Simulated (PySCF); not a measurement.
```xyz
15

B     3.1840    0.3527   -0.1142
O     2.0531   -0.3468   -0.2208
B     0.9236   -1.0576   -0.3401
N    -0.3510   -0.3952   -0.2891
C    -1.5751   -1.0378   -0.4028
C    -2.5729   -0.1076   -0.3111
C    -1.9458    1.1682   -0.1332
C    -0.5941    0.9588   -0.1240
H     3.6942    0.7867   -1.1228
H     3.6563    0.5336    0.9858
H     0.9641   -2.2523   -0.4904
H    -1.6176   -2.1158   -0.5418
H    -3.6412   -0.3078   -0.3647
H    -2.4434    2.1302   -0.0252
H     0.2289    1.6606   -0.0126
```

Geometry: PBE0-D3(BJ)/def2-SVP.

Theory: PySCF, PBE0/pcSseg-1, SCF density, gas phase, non-relativistic.

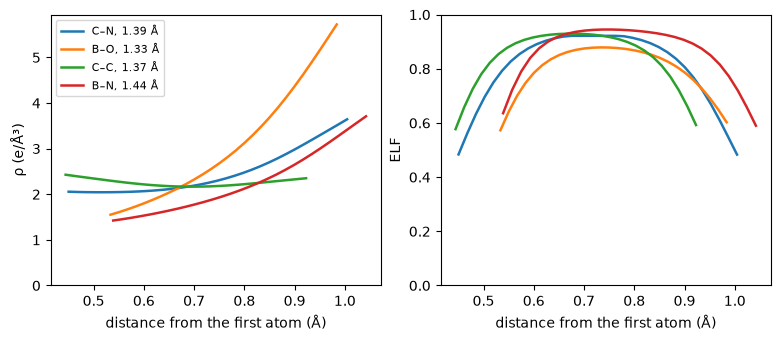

C4H7B2NO (SMILES BOBn1cccc1). Electron density and electron localisation function along straight lines between neighbouring atoms. The curves leave out the atomic cores.

Question: Compare the contacts.

Answer: C–N (1.39 Å): ρ is about 2.2 e/Å³ halfway; the ELF peaks at about 0.90 between the atoms, as expected for localised, covalent bonding.
B–O (1.33 Å): the density is about 2.1 e/Å³ at the midpoint; the ELF peaks at about 0.90 between the atoms: a short, strongly polar bond.
C–C (1.37 Å): ρ at the midpoint is about 2.2 e/Å³; the ELF peaks at about 0.95 between the atoms: a covalent bond.
B–N (1.44 Å): ρ at the midpoint is about 1.8 e/Å³; the ELF peaks at about 0.95 between the atoms (a shared but strongly polarised pair).
